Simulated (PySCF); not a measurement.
# C4H6BN: the cost of one run

Programs: PySCF 2.14.0, with density-fitted response routines of our own. Each step states its level of theory. These are calculated values for one molecule in the gas phase, unless marked as measured. Atoms are numbered from 0 throughout.

## 1. The molecule as given

12 atoms, charge 0, multiplicity 1; geometry from: PBE0-D3(BJ)/def2-SVP.

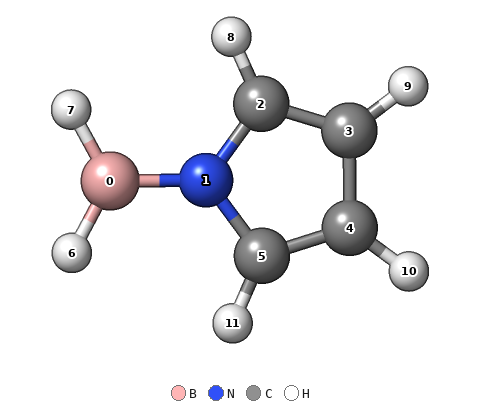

As it starts; boron pink, nitrogen blue, carbon grey, hydrogen white, atoms numbered; sticks join atoms by distance.

## 2. Shielding tensors: PBE0/6-31G*

The job: settings as JSON, then the geometry in Å.

```
{"job": {"kind": "nmr", "xc": "PBE0", "basis": "6-31G*", "pop": true}, "charge": 0, "multiplicity": 1}
B      2.186255    -0.345617     0.213515
N      0.773808    -0.235670     0.139416
C      0.047829     0.932694    -0.078944
C     -1.282368     0.633491    -0.087691
C     -1.402125    -0.782518     0.134124
C     -0.139745    -1.279633     0.267060
H      2.668781    -1.432709     0.406146
H      2.846974     0.653155     0.079579
H      0.567578     1.879062    -0.208804
H     -2.097372     1.339273    -0.237139
H     -2.325413    -1.356818     0.184745
H      0.213913    -2.292739     0.443665
```

Level: GIAO PBE0/6-31G* NMR shielding, non-relativistic, gas phase.

Started as:

```
$ OMP_NUM_THREADS=1 python probes_run.py task.json out
```

This one command runs all jobs of the session in turn.

**Question.** How long does this first job take on 1 thread of Arm Neoverse V1, shared host, and how much memory does it need?

About 7.1 s, with a peak of 0.54 GiB.
